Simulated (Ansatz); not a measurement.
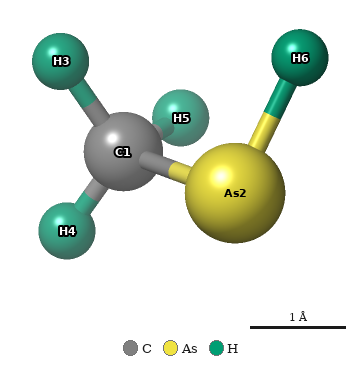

This is the input geometry for a relaxation of CH4As (multiplicity 2) (coarse preliminary run). Style: ball-and-stick. Shown from a free direction.

The start comes from a force field.

All numbers below come from Ansatz, UKS PBE-D4/def2-SVP.

Input
```yaml
crystal:
  periodic: [false, false, false]
  atoms:
    - {symbol: C, position_ang: [0.052300, -0.404100, -0.409300]}
    - {symbol: As, position_ang: [0.312800, 0.096000, 1.466400]}
    - {symbol: H, position_ang: [-1.104700, -0.229200, -0.674000]}
    - {symbol: H, position_ang: [0.372500, -1.403100, -0.602700]}
    - {symbol: H, position_ang: [0.611000, 0.300600, -1.086800]}
    - {symbol: H, position_ang: [-0.201800, 1.575800, 1.260300]}
basis:
  gaussian: {orbitals: def2-SVP}
magnetization: {spin_polarized: true, initial_magnetization: 1}
hamiltonian: {xc: pbe, dispersion: d4}
relax: {f_tol: 0.03, max_steps: 200}
```

**Predict the outcome.**

Over 3 geometry steps the energy falls by 16.5 kJ/mol. The largest force component goes from 2.3 to 0.012 eV/Å. The atom that moves furthest after the best rigid fit is H3 (0.070 Å). Largest moves by element: H 0.070 Å, C 0.052 Å, As 0.024 Å. Near-neighbour distances that change, for instance: C1–H3 1.200 → 1.108 Å, C1–H4 1.067 → 1.107 Å, As2–H6 1.580 → 1.549 Å, C1–As2 1.959 → 1.986 Å. Among the angles between lasting bonds that change: H3–C1–H4 112.7° → 109.1°, H3–C1–H5 104.7° → 108.2°, As2–C1–H3 107.6° → 110.5°.

Step by step:

| step | E − E(0), kJ/mol | largest force component, eV/Å |
| --- | --- | --- |
| 0 | 0.00 | 2.3210 |
| 1 | -14.95 | 0.7898 |
| 2 | -16.23 | 0.1450 |
| 3 | -16.47 | 0.0125 |

The structure at the end:

```xyz
6

C     0.0230   -0.3661   -0.4285
As    0.3194    0.1181    1.4745
H    -1.0493   -0.2679   -0.6916
H     0.3409   -1.4137   -0.5925
H     0.6063    0.2988   -1.0966
H    -0.1981    1.5668    1.2886
```

After the run, drawn alike:

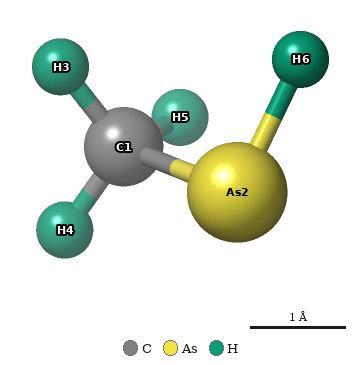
